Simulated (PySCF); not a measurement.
## A study: BrH₂In

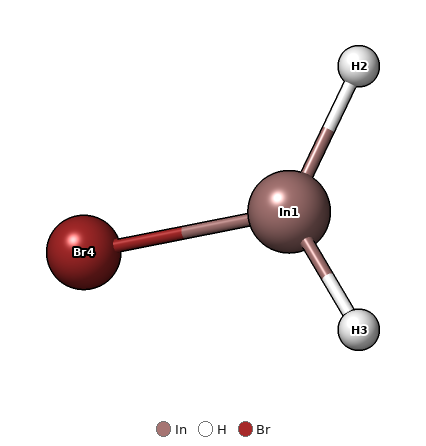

The molecule, with its atoms numbered as below. No frequency check shows the geometry to be a minimum.

Cartesian coordinates (Å):

```
In1     -0.9797    0.0000    0.0000
H2      -1.8114   -1.4922    0.0000
H3      -1.8114    1.4921    0.0000
Br4      1.4750    0.0000    0.0000
```

### 1. Bonding charge

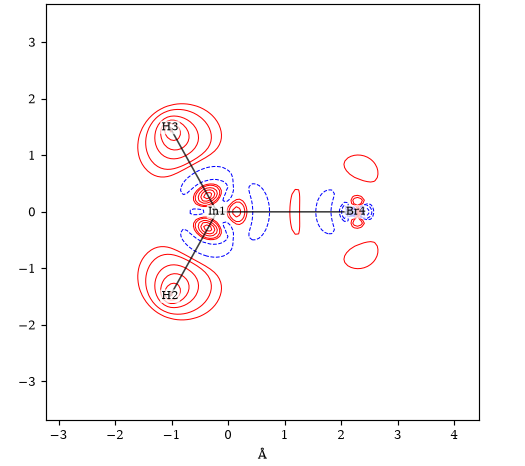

Deformation density (molecule less spherical, spin-averaged free atoms) in the molecular plane; contours at ±0.05 to ±0.8 e/Å³; solid red lines: gain, dashed blue lines: loss.

PySCF calculation, PBE/def2-SVPD, gas phase; geometry: GFN2-xTB. Core potentials replace the inner electrons of In; spin–orbit coupling isn't included.

Q: How much density has each bond in this plane gained at its critical point, relative to the free atoms?

A: In1–H2 and In1–H3: +0.16 e/Å³ at the bond critical point (bond length 1.71 Å). In1–Br4: +0.02 e/Å³ at the bond critical point (bond length 2.46 Å). In all, 0.8 electrons gather in the regions of gain relative to the promolecule. A small or negative value marks a very polar bond, one between electron-rich atoms, whose free-atom densities already overlap strongly, a long bond to a heavier atom, or a closed-shell contact such as a hydrogen bond.

### 2. Bond critical points

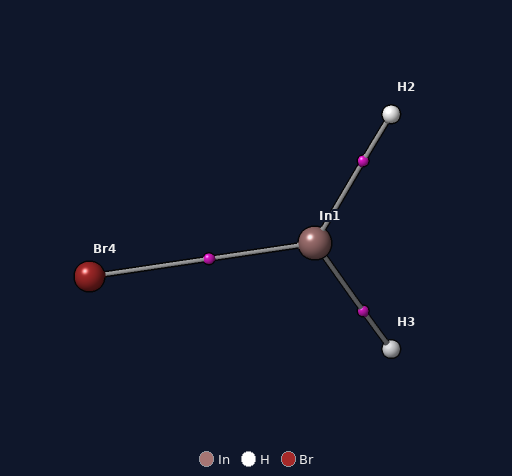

Molecular graph of the electron density (QTAIM): bond paths, bond critical points (magenta), ring points (cyan, if any); weak paths are dashed.

Q: How many critical points of each kind are there, and does the count close?

A: 4 nuclei, 3 bond, 0 ring and 0 cage critical points: 4 − 3 + 0 − 0 = 1, as the Poincaré–Hopf relation requires.

Q: What does the calculation give at each kind of bond critical point?

A:
```
            bond  length (Å)  ρ (a.u.)  ∇²ρ (a.u.)     ε  H (a.u.)
In1–H2 (2 alike)       1.708     0.105       +0.15  0.03    −0.041
         In1–Br4       2.455     0.072       +0.18  0.01    −0.016
```

Q: What kind of interaction is In1–H2?

A: Polar or intermediate (positive Laplacian, negative energy density H): ρ = 0.105, ∇²ρ = +0.15, H = −0.041 a.u.

### 3. Local ionisation energy

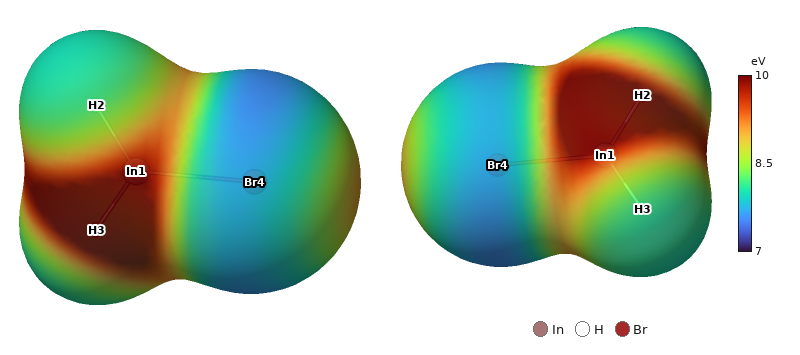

Average local ionisation energy on the surface of electron density 0.001 a.u. (back view left, front view right).

Q: Where are the most loosely bound electrons on this surface?

A: The lowest value is 7.6 eV, 2.3 Å from Br4, and at like points elsewhere. Further minima include 8.0 eV, 1.5 Å from H2, and at like points elsewhere. For comparison, the highest occupied orbital lies at −6.7 eV.

### 4. Excited states

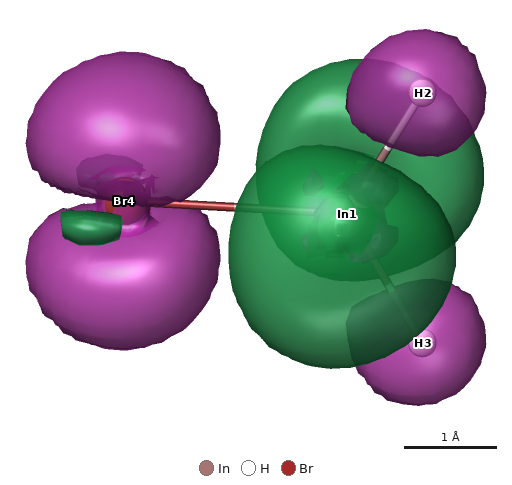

Unrelaxed difference density of S₁ less the ground state (TDA singlet states), ±0.02 e/Å³; green: gain, purple: loss.

Level of theory: B3LYP/def2-SVPD (PySCF), at a geometry from GFN2-xTB. Core potentials replace the inner electrons of In; spin–orbit coupling isn't included.

Q: How does the charge move on excitation?

A: 0.85 e is displaced in all, of which about 0.7 e passes between atoms: Br4 (0.55 e) and H2 and H3 (0.05 e each) lose electrons and In1 (0.66 e) gains them. The state: 4.40 eV (282 nm), f = 0.000 (dark), n → empty p orbital of In1; the leading pair carries 100 %; hole on Br4 (66 %), In1 (14 %) and H2 and H3 (10 % each), electron on In1 (80 %) and Br4 (11 %); their centroids lie 1.4 Å apart.

The PySCF runs shown took 8.1 s and 49 s on 1 thread of Arm Neoverse V2 (shared host).
